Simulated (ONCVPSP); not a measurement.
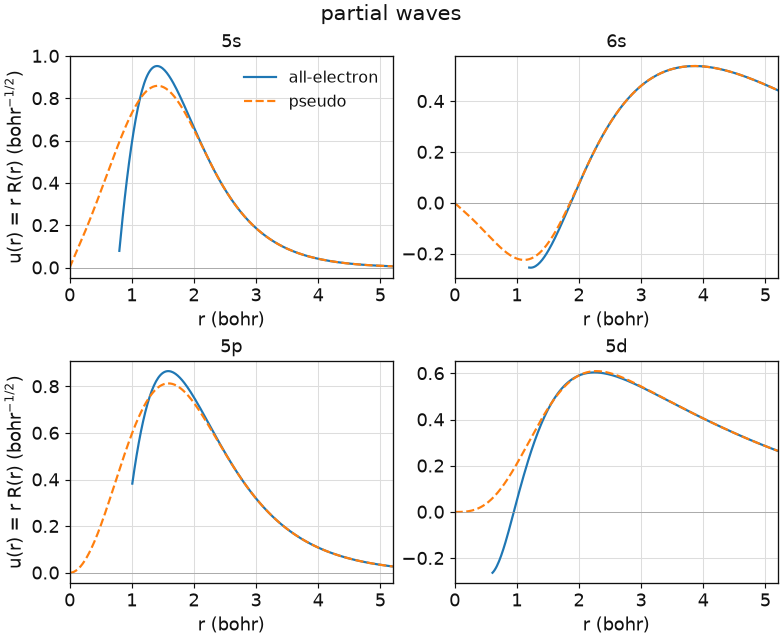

**Figure 1.** Partial waves u(r) = r R(r), all-electron (solid) and pseudo (dashed). The innermost oscillations of some all-electron curves aren't drawn. Reference configuration 5s2 5p6 5d1.5 6s1.5.

- Matching radii: 5s at 2.40 bohr; 6s at 2.40 bohr; 5p at 3.00 bohr; 5d at 4.00 bohr. The curves merge smoothly, so the plot gives these only roughly.
- Nodes of the pseudo-waves: 5s has no node; 6s has a node at about 1.9 bohr; 5p has no node; 5d has no node. A node in 6s is expected, since a lower shell of the same l is also in the valence and the two must stay orthogonal. The potential isn't sound: its ghost test gives GHOST(-) flagged for s at -302.5 eV, p at -148.6 eV; GHOST(+) flagged for s at 24.1 eV, d at 41.8 eV.

**Pseudopotential generation for La**

- system: lanthanum (La, Z = 57), core [Kr] 4d10, reference valence 5s2 5p6 5d1.5 6s1.5, valence charge 11.
- method: ONCV potential, PBEsol, scalar-relativistic, made with ONCVPSP 4.0.1

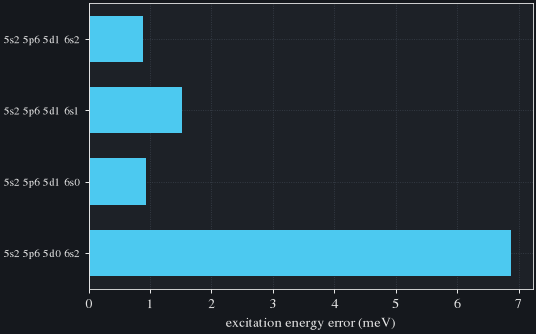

**Figure 2.** Errors, all-electron minus pseudo, of the energies of valence configurations relative to the unpolarised reference 5s2 5p6 5d1.5 6s1.5.

- Worst configuration: 5s2 5p6 5d0 6s2 (charge +1): the error is +6.9 meV on an all-electron energy of +6.05 eV relative to the reference, or 0.11 %.
- Configurations within 10 meV and within 50 meV: 4 and 4 of 4.
- Errors in meV: 5s2 5p6 5d1 6s2: +0.9; 5s2 5p6 5d1 6s1: +1.5; 5s2 5p6 5d1 6s0: +0.9; 5s2 5p6 5d0 6s2: +6.9.

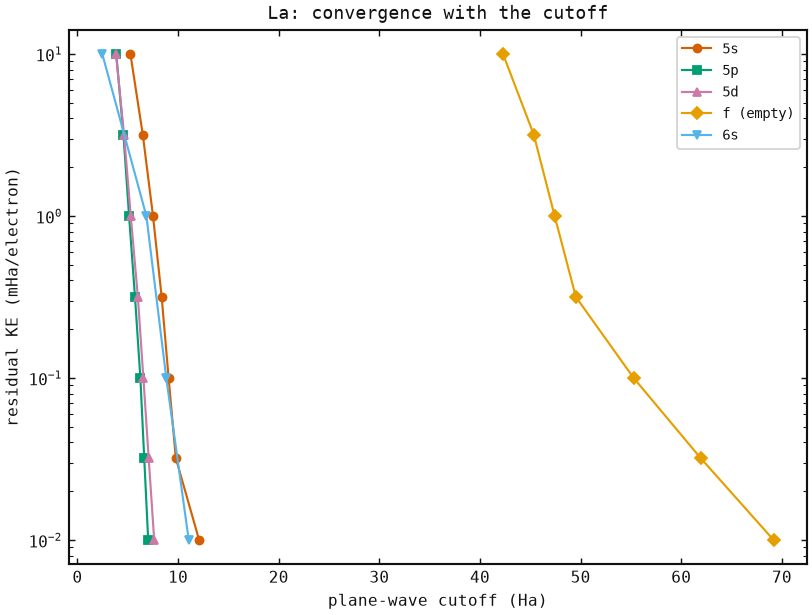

**Figure 3.** Residual kinetic energy of the pseudo-waves (the first of each channel, and further valence shells) beyond the plane-wave cutoff, as the generator prints it.

- Hardest wave at 1 mHa per electron: f (empty), with rc = 2.40 bohr and qcut = 4.2 1/bohr. The optimisation minimises, but can't always remove, the kinetic energy above qcut²/2 = 8.8 Ha, and a larger rc would as a rule soften the wave at some cost in transferability.
- Cutoffs for the occupied states: 7.5 Ha for 1 mHa and 9.1 Ha for 0.1 mHa per electron. The first is set by 5s.
- Cutoffs for 1 mHa per electron: f (empty): 47 Ha; 5s: 7.5 Ha; 6s: 6.8 Ha; 5d: 5.3 Ha; 5p: 5.1 Ha.

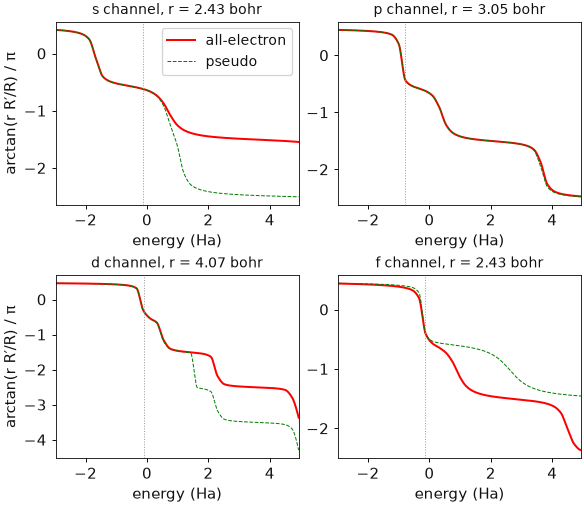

**Figure 4.** Unwrapped phase arctan(r R′/R) in units of π against energy, all-electron (solid) and pseudo (dashed); the pseudo phase is matched to the all-electron one at the reference energy. Here R(r) is the radial function. A near-vertical step is a level narrower than the spacing of the points behind the curves. The dotted line marks the reference energy of the channel.

- Ghost states: Going away from the reference energies, the phases part by more than π/2 in: s at about 1.1 Ha (above its reference energy, pseudo phase lower, at the flagged ghost); d at about 1.5 Ha (above its reference energy, pseudo phase lower, at the flagged ghost); f at about 1.0 Ha (above its reference energy, pseudo phase higher). Such a step is either a state that only one of the two atoms has or an ordinary level shifted in energy. The separate test gives: GHOST(-) flagged for s at -302.5 eV, p at -148.6 eV; GHOST(+) flagged for s at 24.1 eV, d at 41.8 eV. The bound ghosts lie below the range of the plot.
- Range over which the phases agree within 0.05 rad: s: up to about 0.4 Ha; p: up to about 3.4 Ha; d: up to about 0.4 Ha; f: between about -0.2 and -0.0 Ha.

Input and output of the run follow.

**The input**
```
# ATOM AND REFERENCE CONFIGURATION
# atsym  z   nc   nv     iexc    psfile
  La 57.00    9    4  -116133      upf
#
#   n    l    f
    1    0    2.00
    2    0    2.00
    2    1    6.00
    3    0    2.00
    3    1    6.00
    3    2   10.00
    4    0    2.00
    4    1    6.00
    4    2   10.00
    5    0    2.00
    5    1    6.00
    5    2    1.50
    6    0    1.50
#
# PSEUDOPOTENTIAL AND OPTIMIZATION
# lmax
    3
#
#   l,   rc,      ep,       ncon, nbas, qcut
    0    2.40    0.00    3    6    4.60
    1    3.00    0.00    3    7    4.90
    2    4.00    0.00    4    9    4.60
    3    2.40    0.38    5    8    4.20
#
# LOCAL POTENTIAL
# lloc, lpopt,  rc(5),   dvloc0
    3    5    2.40    0.00
#
# VANDERBILT-KLEINMAN-BYLANDER PROJECTORs
# l, nproj, debl
    0    2    3.70
    1    2    1.10
    2    2    2.80
    3    0    2.70
#
# MODEL CORE CHARGE
# icmod, fcfact, rcfact
    0    0.00    0.00
#
# LOG DERIVATIVE ANALYSIS
# epsh1, epsh2, depsh
   -3.00    5.00    0.02
#
# OUTPUT GRID
# rlmax, drl
    6.00    0.01
#
# TEST CONFIGURATIONS
# ncnf
    4
# nvcnf
#   n    l    f
    4
    5    0    2.00
    5    1    6.00
    5    2    1.00
    6    0    2.00
#
    4
    5    0    2.00
    5    1    6.00
    5    2    1.00
    6    0    1.00
#
    4
    5    0    2.00
    5    1    6.00
    5    2    1.00
    6    0    0.00
#
    4
    5    0    2.00
    5    1    6.00
    5    2    0.00
    6    0    2.00
#
```

Run as:
```bash
oncvpsp.x < La.dat > La.out
```

**Output (extracts)**
```
ONCVPSP  (Optimized Norm-Conservinng Vanderbilt PSeudopotential)
scalar-relativistic version 4.0.1

#   n    l    f        energy (Ha)
    1    0    2.00    -1.4234399E+03
    2    0    2.00    -2.2658095E+02
    2    1    6.00    -2.0309821E+02
    3    0    2.00    -4.8429732E+01
    3    1    6.00    -4.0932240E+01
    3    2   10.00    -3.0154326E+01
    4    0    2.00    -9.7475391E+00
    4    1    6.00    -7.3089901E+00
    4    2   10.00    -3.7812214E+00
    5    0    2.00    -1.4007418E+00
    5    1    6.00    -7.9494900E-01
    5    2    1.50    -9.5732938E-02
    6    0    1.50    -1.2571800E-01

Reference configufation results
  iterations    26
  all-electron total energy (Ha)   -8.48999136D+03

Begin loop to  construct optimized pseudo wave functions
and semi-local pseudopoentials for all angular momenta

Calculating optimized projector #   1

 for l=   0

    Fraction of norm inside rc  0.935282
    Optimizing pswf for qcut=   4.60 a_B^-1,  ecut=  10.59 Ha
    Residual kinetic energy error=  1.11D-05 Ha

    Energy error per electron        Cutoff
         Ha          eV             Ha
         0.01000     0.27211        5.26
         0.00100     0.02721        7.51
         0.00010     0.00272        9.06
         0.00001     0.00027       12.09

Calculating optimized projector #   2

 for l=   0

    Fraction of norm inside rc  0.057505
    Optimizing pswf for qcut=   4.60 a_B^-1,  ecut=  10.59 Ha
    Residual kinetic energy error=  8.44D-06 Ha

    Energy error per electron        Cutoff
         Ha          eV             Ha
         0.01000     0.27211        2.47
         0.00100     0.02721        6.85
         0.00010     0.00272        8.83
         0.00001     0.00027       11.06

   Wellstate for l =  1  n =  7
     eigenvalue =   0.3051
     asymptotic potential =   0.8051
     half-point radius =  9.3331

Calculating optimized projector #   1

 for l=   1

    Fraction of norm inside rc  0.954079
    Optimizing pswf for qcut=   4.90 a_B^-1,  ecut=  12.02 Ha
    Residual kinetic energy error=  2.10D-08 Ha

    Energy error per electron        Cutoff
         Ha          eV             Ha
         0.01000     0.27211        3.86
         0.00100     0.02721        5.13
         0.00010     0.00272        6.25
         0.00001     0.00027        7.03

Calculating optimized projector #   2

 for l=   1

    Fraction of norm inside rc  0.104031
    Optimizing pswf for qcut=   4.90 a_B^-1,  ecut=  12.02 Ha
    Residual kinetic energy error=  5.89D-08 Ha

    Energy error per electron        Cutoff
         Ha          eV             Ha
         0.01000     0.27211        3.18
         0.00100     0.02721        4.47
         0.00010     0.00272        5.46
         0.00001     0.00027        8.09

   Wellstate for l =  2  n =  9
     eigenvalue =   2.7043
     asymptotic potential =   3.2043
     half-point radius =  6.3216

Calculating optimized projector #   1

 for l=   2

    Fraction of norm inside rc  0.783774
    Optimizing pswf for qcut=   4.60 a_B^-1,  ecut=  10.56 Ha
    Residual kinetic energy error=  6.59D-10 Ha

    Energy error per electron        Cutoff
         Ha          eV             Ha
         0.01000     0.27211        3.83
         0.00100     0.02721        5.30
         0.00010     0.00272        6.55
         0.00001     0.00027        7.63

Calculating optimized projector #   2

 for l=   2

    Fraction of norm inside rc  0.260629
    Optimizing pswf for qcut=   4.60 a_B^-1,  ecut=  10.56 Ha
    Residual kinetic energy error=  1.28D-06 Ha

    Energy error per electron        Cutoff
         Ha          eV             Ha
         0.01000     0.27211        6.71
         0.00100     0.02721        8.34
         0.00010     0.00272        9.14
         0.00001     0.00027        9.97

WARNING wellstate: localized bound state found for n= 4 l= 3
WARNING this state with energy -0.13036137
WARNING will be used for the first projector

Calculating optimized projector #   1

 for l=   3

    Fraction of norm inside rc  0.938155
    Optimizing pswf for qcut=   4.20 a_B^-1,  ecut=   8.83 Ha
    Residual kinetic energy error=  8.22D-01 Ha

    Energy error per electron        Cutoff
         Ha          eV             Ha
         0.01000     0.27211       42.29
         0.00100     0.02721       47.42
         0.00010     0.00272       55.27
         0.00001     0.00027       69.17

Construct Vanderbilt / Kleinmman-Bylander projectors

B matrix Hermiticity error, ll=   0
   1   2    8.2470E-05

  Orthonormal projector coefficients  1.0947E+01 -4.8769E+00

B matrix Hermiticity error, ll=   1
   1   2   -5.8820E-05

  Orthonormal projector coefficients  7.4267E+00 -4.1336E+00

B matrix Hermiticity error, ll=   2
   1   2   -1.0405E-04

  Orthonormal projector coefficients  5.7268E+00 -3.5899E+00

Pseudoatom total energy  -31.866789

Diagnostic tests using Vanderbilt-Kleinman-Bylander pseudopotentials
  1 or more projectors used as specified by nproj input data

   l    rcore       rmatch      e in        delta e   norm test  slope test

   0   2.4025299   2.4754759  -1.4007418   0.0000088   1.0001611   1.0001627
   0   2.4025299   2.4754759  -0.1257180   0.0000017   1.0000246   1.0000132

   1   3.0157273   3.1072913  -0.7949490  -0.0000002   1.0000925   1.0000908
   1   3.0157273   3.1072913   0.3050510   0.0000109   1.0000667   1.0000667

   2   4.0187884   4.1408075  -0.0957329  -0.0000001   1.0000282   1.0000301
   2   4.0187884   4.1408075   2.7042671   0.0000242   1.0000768   1.0000768

   3   2.4025299   2.4754759  -0.1303614  -0.0000003   0.9999994   1.0000023

 Testing for bound ghosts
   n   l    E NL Schr. Eq   E Basis Diag.   E Cutoff

       0                      -11.116988     22.28  WARNING - GHOST(-)
   1   0       -1.400733       -1.386293     22.28
   2   0       -0.125716       -0.096863     22.28

       1                       -5.460411     24.70  WARNING - GHOST(-)
   2   1       -0.794949       -0.756676     24.70

   3   2       -0.095733       -0.085938     27.46

 Testing for highly-localized positive-energy ghosts
       l    <radius>/rc     E Basis Diag.   E Cutoff

       0        0.663716        0.886624     22.28  WARNING - GHOST(+)

       2        0.425156        1.535533     27.46  WARNING - GHOST(+)

Test configuration 0

   n   l     f        eae           eps        diff
   1   0  2.0000-1423.43993339
   2   0  2.0000 -226.58094781
   2   1  6.0000 -203.09820582
   3   0  2.0000  -48.42973188
   3   1  6.0000  -40.93223971
   3   2 10.0000  -30.15432588
   4   0  2.0000   -9.74753909
   4   1  6.0000   -7.30899007
   4   2 10.0000   -3.78122137
   5   0  2.0000   -1.40074176   -1.40073294    8.82D-06
   5   1  6.0000   -0.79494900   -0.79494920   -1.93D-07
   5   2  1.5000   -0.09573294   -0.09573302   -8.55D-08
   6   0  1.5000   -0.12571800   -0.12571635    1.65D-06

    Total energies and differences
      AE_ref= -8.48999136D+03  AE_tst= -8.48999136D+03  dif=  0.00D+00
      PS_ref= -3.18667886D+01  PS_tst= -3.18667886D+01  dif=  2.84D-14
      PSP excitation error= -2.84D-14

Test configuration 1

   n   l     f        eae           eps        diff
   1   0  2.0000-1423.47120850
   2   0  2.0000 -226.61389633
   2   1  6.0000 -203.13106047
   3   0  2.0000  -48.46231154
   3   1  6.0000  -40.96481728
   3   2 10.0000  -30.18704293
   4   0  2.0000   -9.77972624
   4   1  6.0000   -7.34117624
   4   2 10.0000   -3.81348155
   5   0  2.0000   -1.43131611   -1.43022389    1.09D-03
   5   1  6.0000   -0.82316012   -0.82269116    4.69D-04
   5   2  1.0000   -0.11402178   -0.11400677    1.50D-05
   6   0  2.0000   -0.13616429   -0.13612284    4.15D-05

    Total energies and differences
      AE_ref= -8.48999136D+03  AE_tst= -8.49000440D+03  dif= -1.30D-02
      PS_ref= -3.18667886D+01  PS_tst= -3.18798593D+01  dif= -1.31D-02
      PSP excitation error=  3.23D-05

Test configuration 2

   n   l     f        eae           eps        diff
   1   0  2.0000-1423.68818955
   2   0  2.0000 -226.83009666
   2   1  6.0000 -203.34729219
   3   0  2.0000  -48.67852976
   3   1  6.0000  -41.18103484
   3   2 10.0000  -30.40322640
   4   0  2.0000   -9.99566334
   4   1  6.0000   -7.55704826
   4   2 10.0000   -4.02918585
   5   0  2.0000   -1.64585206   -1.64502680    8.25D-04
   5   1  6.0000   -1.03697154   -1.03651788    4.54D-04
   5   2  1.0000   -0.31344216   -0.31325215    1.90D-04
   6   0  1.0000   -0.30768502   -0.30761454    7.05D-05

    Total energies and differences
      AE_ref= -8.48999136D+03  AE_tst= -8.48978392D+03  dif=  2.07D-01
      PS_ref= -3.18667886D+01  PS_tst= -3.16594021D+01  dif=  2.07D-01
      PSP excitation error=  5.57D-05

Test configuration 3

   n   l     f        eae           eps        diff
   1   0  2.0000-1423.94212535
   2   0  2.0000 -227.08295197
   2   1  6.0000 -203.60018336
   3   0  2.0000  -48.93130754
   3   1  6.0000  -41.43381071
   3   2 10.0000  -30.65597537
   4   0  2.0000  -10.24775846
   4   1  6.0000   -7.80901341
   4   2 10.0000   -4.28084273
   5   0  2.0000   -1.89461073   -1.89437060    2.40D-04
   5   1  6.0000   -1.28345931   -1.28318913    2.70D-04
   5   2  1.0000   -0.53877599   -0.53837169    4.04D-04

    Total energies and differences
      AE_ref= -8.48999136D+03  AE_tst= -8.48938526D+03  dif=  6.06D-01
      PS_ref= -3.18667886D+01  PS_tst= -3.12607240D+01  dif=  6.06D-01
      PSP excitation error=  3.46D-05

Test configuration 4

   n   l     f        eae           eps        diff
   1   0  2.0000-1423.77335227
   2   0  2.0000 -226.91968563
   2   1  6.0000 -203.43664422
   3   0  2.0000  -48.76683213
   3   1  6.0000  -41.26933389
   3   2 10.0000  -30.49194119
   4   0  2.0000  -10.08231744
   4   1  6.0000   -7.64363013
   4   2 10.0000   -4.11580929
   5   0  2.0000   -1.72582389   -1.72192932    3.89D-03
   5   1  6.0000   -1.11043085   -1.10858504    1.85D-03
   6   0  2.0000   -0.34151416   -0.34119903    3.15D-04

    Total energies and differences
      AE_ref= -8.48999136D+03  AE_tst= -8.48976907D+03  dif=  2.22D-01
      PS_ref= -3.18667886D+01  PS_tst= -3.16447507D+01  dif=  2.22D-01
      PSP excitation error=  2.53D-04
```

**Results in brief**

- outcome: generated, with a ghost state
- cutoffs needed: 7.5 Ha and 9.1 Ha (the cutoffs at which the residual kinetic energy of the hardest occupied pseudo-wave falls to 1 and 0.1 mHa per electron); the channels without a valence shell are harder: f needs 47 Ha for 1 mHa
- ghost test: GHOST(-) flagged for s at -302.5 eV, p at -148.6 eV; GHOST(+) flagged for s at 24.1 eV, d at 41.8 eV
- largest excitation error: +6.9 meV (all-electron minus pseudo) for 5s2 5p6 5d0 6s2, out of 4 test configurations
- clearest signs, in the scattering phases, of states that the all-electron atom lacks: s near 0.9 Ha, d near 1.5 Ha
- range over which the phases arctan(r R′/R) at the test radius agree within 0.05 rad (a looser test near the poles than one of phase shifts): s: up to about 0.4 Ha; p: up to about 3.4 Ha; d: up to about 0.4 Ha; f: between about -0.2 and -0.0 Ha
- hardware: 1 CPU thread, shared host
- wall time: 5 s

**Notes**

The potential has a bound ghost state, so it can't be used as it stands. Warnings of the program, in the generation or the tests: wellstate: localized bound state found for n= 4 l= 3.
